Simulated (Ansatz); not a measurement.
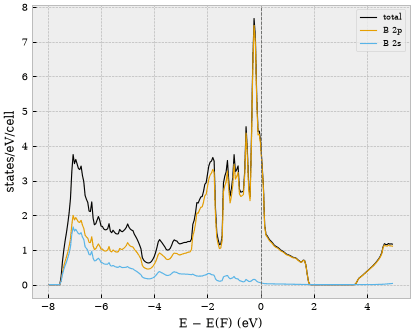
Total and projected density of states of B in space group Pm-3m (No. 221; B on 6f), DFT-PBEsol in the program Ansatz with PAW potentials

Question: Which orbitals carry the states next to the Fermi level?

Answer: Within 0.5 eV of the Fermi level: B 2p 97 %. Projections are on Löwdin-orthogonalised atomic valence shells; empty p or d shells of many metals are not among them.

The start of the workflow was typed in or built on a structure type; neither database checked (COD, Materials Project) lists it. It is not the phase usual at ambient conditions (space group No. 166). The PBEsol relaxation kept the symmetry of its start; whether a distortion lowers the energy is not shown.

Potentials: the later of the program's two PAW sets.
